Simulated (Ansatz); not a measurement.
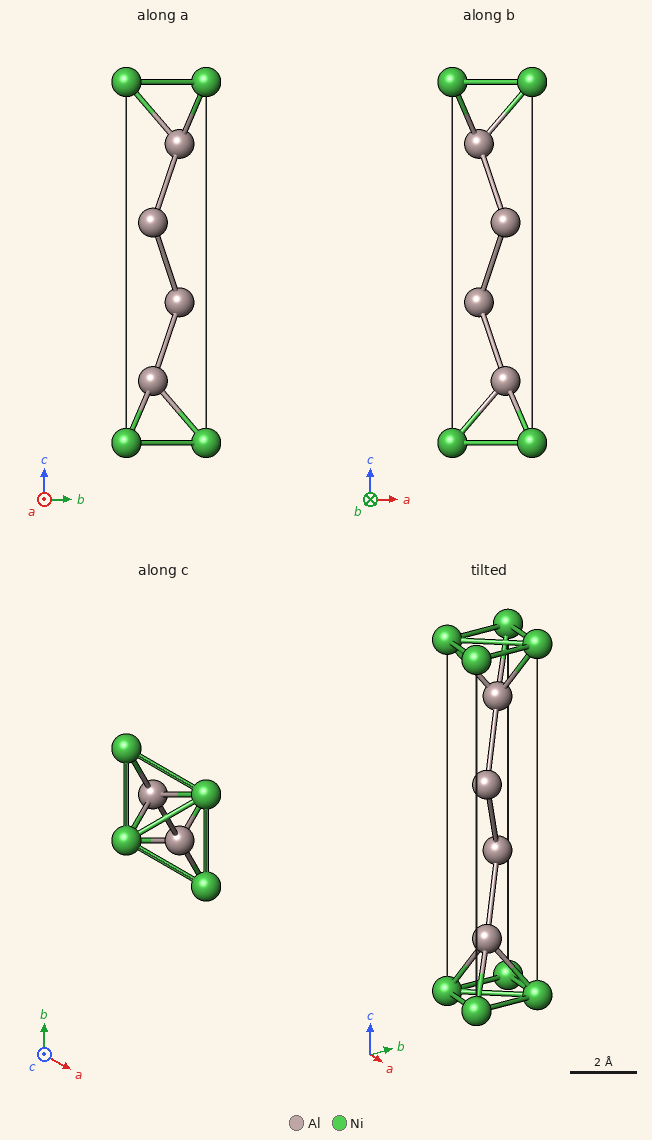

A ball-and-stick rendering, viewed along the a axis, along the b axis, along the c axis and slightly off an axis. The conventional unit cell is drawn as a box.

Lattice parameters: a = 2.8055 Å, b = 2.8055 Å, c = 11.0028 Å, α = 90.000°, β = 90.000°, γ = 120.000°.

Convert the drawing into a CIF in P1 with every atom of the cell, with free fractional coordinates to two decimals.

Answer.
```cif
data_structure
_symmetry_space_group_name_H-M 'P 1'
_symmetry_Int_Tables_number 1
_cell_length_a 2.8055
_cell_length_b 2.8055
_cell_length_c 11.0028
_cell_angle_alpha 90.000
_cell_angle_beta 90.000
_cell_angle_gamma 120.000
_cell_volume 75.00
loop_
_atom_site_label
_atom_site_type_symbol
_atom_site_fract_x
_atom_site_fract_y
_atom_site_fract_z
_atom_site_occupancy
Al1 Al 0.3333 0.6667 0.83 1
Al2 Al 0.3333 0.6667 0.39 1
Al3 Al 0.6667 0.3333 0.17 1
Al4 Al 0.6667 0.3333 0.61 1
Ni1 Ni 0.00 0.00 0.00 1
```

The model was built from a structure type filled with these elements by a generator (whether the compound takes this form wasn't checked). The geometry was optimised with DFT PBE, scalar-relativistic, plane waves, PAW (Ansatz 0.2.0).
